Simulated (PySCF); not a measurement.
Vertical excitations of a molecule CH₄Cl₂OSi from TDA-PBE0/def2-SVPD (PySCF 2.14.0), as energy in eV (oscillator strength): 7.80 (0.029), 8.00 (0.014), 8.06 (0.006), 8.11 (0.022), 8.22 (0.031), 8.27 (0.015), 8.42 (0.031), 8.49 (0.046), 8.57 (0.010), 8.58 (0.053). Lowest triplet (TDA): 7.42 eV. The structure is a stationary point at PBE0-D3(BJ)/def2-SVP. The values are those of a single conformer.

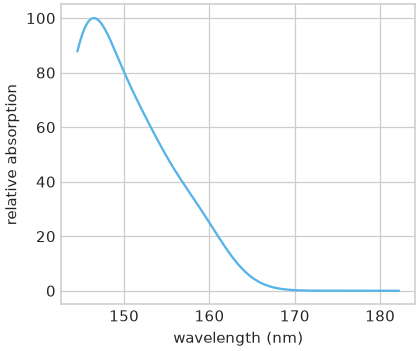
*The lines broadened by 0.4 eV.*

Question: Identify the compound among the candidates.
A) CO[SiH](Cl)Cl
B) OC[SiH](Cl)Cl
C) C[Si](O)(Cl)Cl

Answer: A, CO[SiH](Cl)Cl
